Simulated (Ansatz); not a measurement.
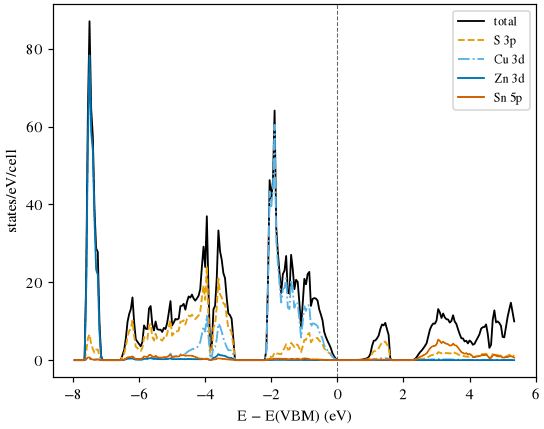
*Total and projected density of states of ZnCu2SnS4 in space group Pmn2_1 (No. 31; Pearson symbol oP16), r²SCAN (plane waves, PAW; program Ansatz)*

Task: Which orbitals carry the states next to the gap?

Result: Top 1 eV of the valence band: Cu 3d 59 %, S 3p 34 %. Bottom 1 eV of the conduction band: S 3p 47 %, Sn 5s 30 %, Cu 3d 6 %, S 3s 5 %, outside the projected shells 6 %. Projections are on Löwdin-orthogonalised atomic valence shells; empty p or d shells of many metals are not among them.

Task: Where is the tallest occupied peak in this window, and what makes it?

Result: Near -7.5 eV, about 87 states/eV per cell; the largest projected share is Zn 3d.

The workflow started from a Materials Project entry (that database holds measured and hypothetical structures alike); the Crystallography Open Database copy checked does not list it. With Zn and Sn taken as one species the cell has the higher symmetry Pmc2_1, so it may be an ordered model of a mixed-site phase. It is not the phase usual at ambient conditions (space group No. 82). The cell was relaxed with r²SCAN under the symmetry of its start; whether a distortion lowers the energy is not shown. No spin polarisation was allowed. Scalar-relativistic: spin–orbit coupling is off unless named, which matters more the heavier the elements.

Potentials: the later of the program's two PAW sets.
